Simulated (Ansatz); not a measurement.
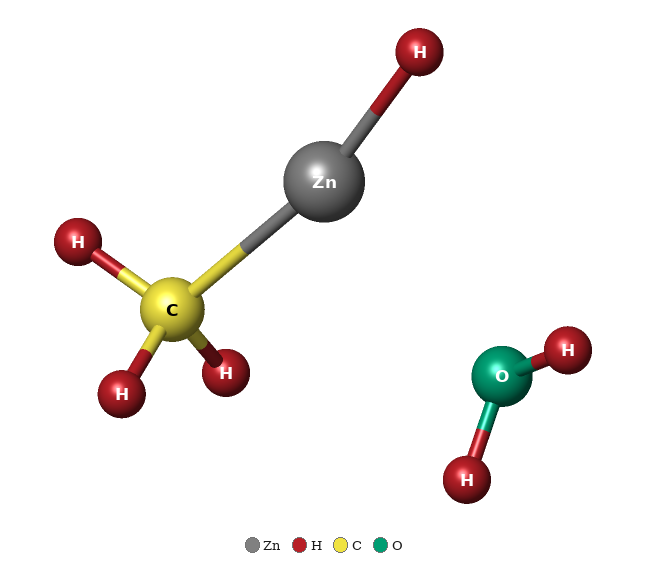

Sticks follow a distance rule. Harmonic vibrations computed with RKS PBE0-D4/def2-TZVP (Ansatz 0.2.0) at a stationary point of the same level.

Is this a minimum or a saddle point?

Answer. A minimum: no imaginary frequency, and the lowest mode lies at 65 cm⁻¹.

List the wavenumbers.

Answer. 21 modes: 65, 80, 164, 189, 226, 331, 430, 544, 552, 680, 690, 1194, 1449, 1454, 1608, 1834, 3033, 3107, 3124, 3836, 3949 cm⁻¹.
